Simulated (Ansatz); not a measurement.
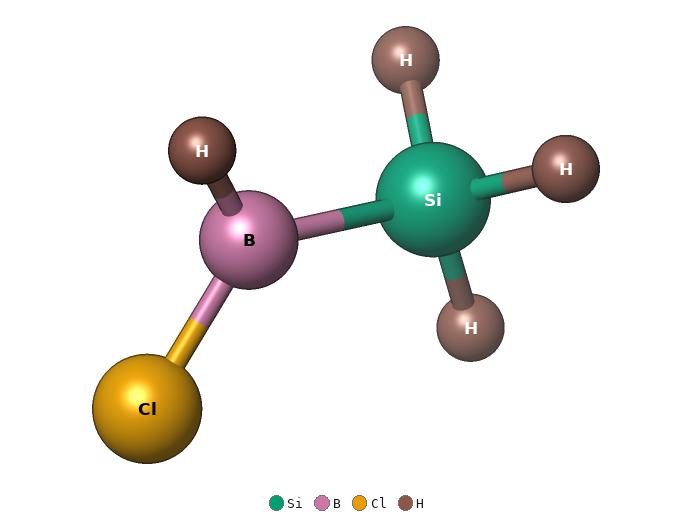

Computed geometry: PBE0-D4/def2-TZVP optimisation. Properties computed with RKS CAM-B3LYP-D4/def2-TZVPP (Ansatz 0.2.0).

Computed properties:

The species is BClH₄Si (`[SiH3]BCl`).
- HOMO energy (Kohn–Sham orbital): −9.35 eV
- LUMO energy (Kohn–Sham orbital): −1.11 eV
- HOMO–LUMO gap: 8.24 eV
- dispersion correction: −10.6 kJ/mol
